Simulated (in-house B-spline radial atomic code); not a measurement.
# Ti: a fraction of an electron added to 3d

The exact energy is linear between whole electron numbers. How far does RPBE stray from that for Ti, with charge added to 3d step by step?

Program: in-house B-spline radial atomic code version 1. Level of theory: scalar-relativistic (spin-free one-electron X2C) RPBE, spin-polarised, spherical fractional occupations, Fermi nucleus, basis-set limit. These are calculated values, not measurements, unless marked.

### 1 The system

| Quantity | Value |
| --- | --- |
| element | titanium (Z = 22) |
| charge | 0 |
| electrons | 22 |
| configuration | [Ar] 3d2 4s2 |
| Hamiltonian | scalar-relativistic (X2C) |
| nucleus | Fermi, rms radius 3.592 fm |

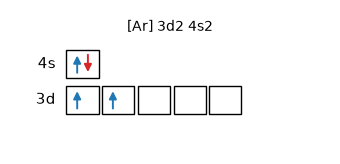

Occupation of the outer shells (arrows by Hund's rule).

Where spins are not typed, each open shell is filled with up spins first.

### 2 The start, at fraction 0

The run's settings:

```ini
Z = 22
electrons = 22.0
configuration = [Ar] 3d2 4s2
hamiltonian = x2c
method = rpbe,pbe
spin_polarised = True
nucleus = fermi
rms_radius = 3.5921
mass_number = 48
atomic_mass = 47.947940677
speed_of_light = 137.035999084
```

### 3 0.1 electron added to 3d

Changes to the settings of step 2:

```diff
@@ -1,4 +1,4 @@
 Z = 22
-electrons = 22.0
-configuration = [Ar] 3d2 4s2
+electrons = 22.1
+configuration = [Ar] 3d2.1 4s2
 hamiltonian = x2c
```

### 4 0.2 electron added to 3d

Changes to the settings of step 3:

```diff
@@ -1,4 +1,4 @@
 Z = 22
-electrons = 22.1
-configuration = [Ar] 3d2.1 4s2
+electrons = 22.2
+configuration = [Ar] 3d2.2 4s2
 hamiltonian = x2c
```

### 5 0.3 electron added to 3d

Changes to the settings of step 4:

```diff
@@ -1,4 +1,4 @@
 Z = 22
-electrons = 22.2
-configuration = [Ar] 3d2.2 4s2
+electrons = 22.3
+configuration = [Ar] 3d2.3 4s2
 hamiltonian = x2c
```

### 6 0.4 electron added to 3d

Changes to the settings of step 5:

```diff
@@ -1,4 +1,4 @@
 Z = 22
-electrons = 22.3
-configuration = [Ar] 3d2.3 4s2
+electrons = 22.4
+configuration = [Ar] 3d2.4 4s2
 hamiltonian = x2c
```

### 7 0.5 electron added to 3d

Changes to the settings of step 6:

```diff
@@ -1,4 +1,4 @@
 Z = 22
-electrons = 22.4
-configuration = [Ar] 3d2.4 4s2
+electrons = 22.5
+configuration = [Ar] 3d2.5 4s2
 hamiltonian = x2c
```

### 8 0.6 electron added to 3d

Changes to the settings of step 7:

```diff
@@ -1,4 +1,4 @@
 Z = 22
-electrons = 22.5
-configuration = [Ar] 3d2.5 4s2
+electrons = 22.6
+configuration = [Ar] 3d2.6 4s2
 hamiltonian = x2c
```

### 9 0.7 electron added to 3d

Changes to the settings of step 8:

```diff
@@ -1,4 +1,4 @@
 Z = 22
-electrons = 22.6
-configuration = [Ar] 3d2.6 4s2
+electrons = 22.7
+configuration = [Ar] 3d2.7 4s2
 hamiltonian = x2c
```

Q: How does the energy change with the fraction, and which way and how far does it bend from the straight line between the ends?

As calculated:

| fraction | energy change (eV) | less the straight line (eV) | level 3d up (eV) | sum of <r²> (bohr²) |
| --- | --- | --- | --- | --- |
| 0 | 0.0000 | 0.0000 | -4.800 | 47.627 |
| 0.1 | -0.4330 | -0.2470 | -3.868 | 49.705 |
| 0.2 | -0.7751 | -0.4031 | -2.982 | 52.018 |
| 0.3 | -1.0311 | -0.4731 | -2.146 | 54.617 |
| 0.4 | -1.2060 | -0.4620 | -1.362 | 57.577 |
| 0.5 | -1.3054 | -0.3753 | -0.635 | 61.011 |
| 0.6 | -1.3351 | -0.2190 | 0.0293 | 65.123 |
| 0.7 | -1.3021 | 0.0000 | 0.608 | 72.342 |

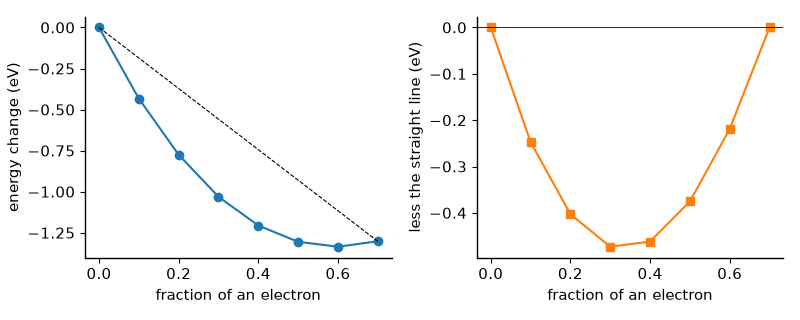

Energy against the fraction, with the straight line between the ends (left), and the difference from it (right).

From fraction 0 to 0.7 the energy changes by -1.302 eV. It sags under the straight line by up to 0.47 eV (at 0.3); exact theory is straight between whole electron numbers, so this convex bend is an error (delocalisation) that favours fractional charges. From fraction 0.6 on, a level is unbound or reaches the edge of the box, so those points hang on the box (radius 50.0 bohr). The path stops at 0.7, so the line is drawn to that point and not to a whole electron.

Members of this set that are not shown: 1 did not converge.
